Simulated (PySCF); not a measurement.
System: C₆H₉O₂ (doublet).

```
atom    x (Å)    y (Å)    z (Å)
   C  -1.2153   1.1431  -1.1921
   C  -0.5020   0.2841  -0.2364
   C  -1.4444  -0.7383   0.4180
   C   0.6990  -0.4600  -0.8890
   C   1.7303  -0.4998   0.2124
   O   2.7152  -1.1815   0.2578
   C   1.2625   0.4888   1.2624
   O   0.1116   1.1146   0.7618
   H  -0.8648   2.1401  -1.3658
   H  -2.1124   0.8016  -1.6662
   H  -2.1986  -0.2119   0.9971
   H  -0.8900  -1.3989   1.0807
   H  -1.9351  -1.3345  -0.3458
   H   0.4454  -1.4528  -1.2532
   H   1.1097   0.1209  -1.7179
   H   1.0583  -0.0508   2.2000
   H   2.0235   1.2474   1.4661
```

Geometry: GFN2-xTB.

The calculation used PySCF, UKS B3LYP, pcH-1 on C H O, non-relativistic, mean-field spin-orbit, GIAO.

### What will maps of the electron density, electron localisation function and spin density show?

C–O (1.20 Å): the density is about 3.4 e/Å³ at the midpoint; the ELF peaks at about 0.85 between the atoms (a short, multiple covalent bond).
C–C (1.52 Å): ρ is about 1.8 e/Å³ halfway; the ELF peaks at about 0.95 between the atoms (a covalent bond).
The unpaired spin (1 electron) lies mostly on C1 (about 0.7), in electrons by Hirshfeld's partition.

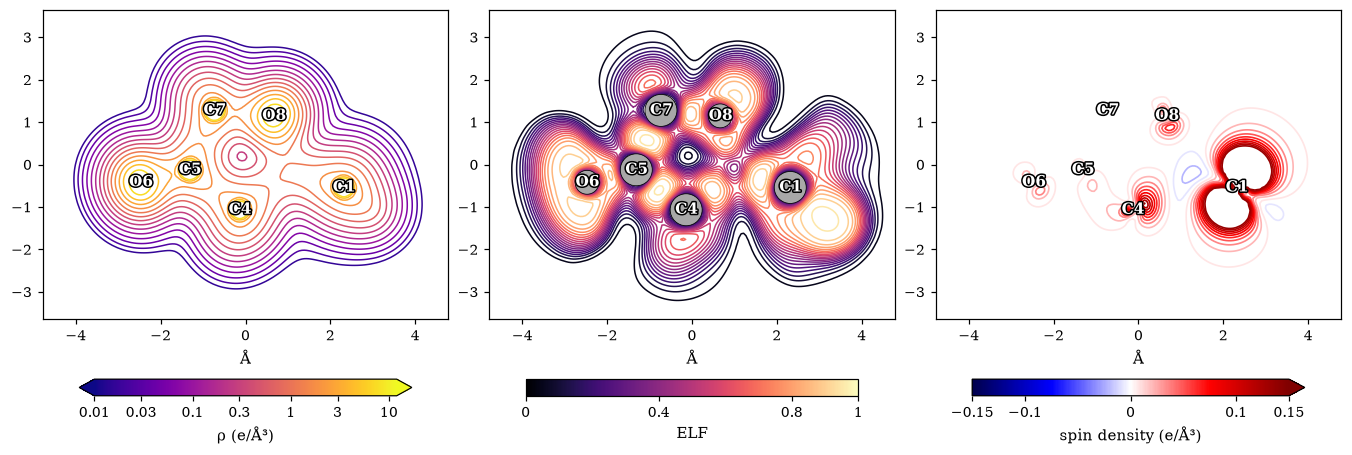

Computed electron density, electron localisation function and spin density on the plane of atoms C5, C7 and O8, in this order. Grey discs cover the atomic cores in the ELF map. 
